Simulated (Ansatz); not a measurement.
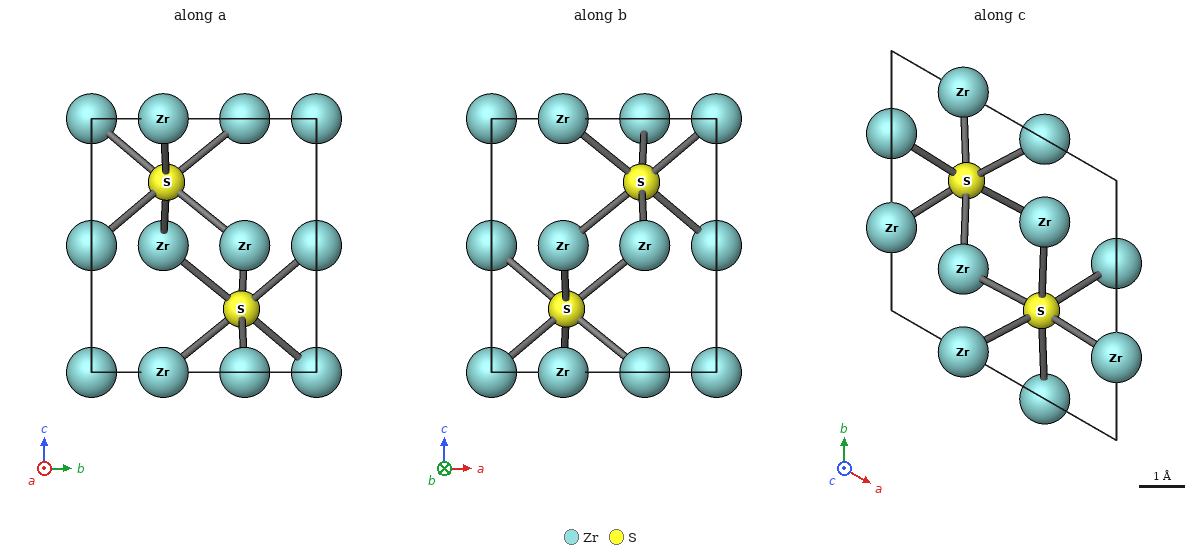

Structure drawing (ball-and-stick), viewed along the a axis, along the b axis and along the c axis. The wireframe shows the conventional unit cell.

Lattice parameters: a = 5.841 Å, b = 5.841 Å, c = 5.705 Å, α = 90.00°, β = 90.00°, γ = 120.00°. Put a along x and b in the xy plane.

**From the views, write a POSCAR file, with free fractional coordinates to two decimals.**

```
Zr S
1.0
     5.841    0.000    0.000
    -2.920    5.058    0.000
     0.000    0.000    5.705
Zr S
6 2
Direct
  0.32 0.00 0.00
  0.32 0.32 0.50
  0.00 0.32 0.00
  0.68 0.00 0.50
  0.68 0.68 0.00
  0.00 0.68 0.50
  0.3333 0.6667 0.25
  0.6667 0.3333 0.75
```

The model was built from a structure type filled with these elements by a generator (whether the compound takes this form wasn't checked). This is the structure after a relaxation with Ansatz, DFT PBEsol, scalar-relativistic, plane waves, PAW.
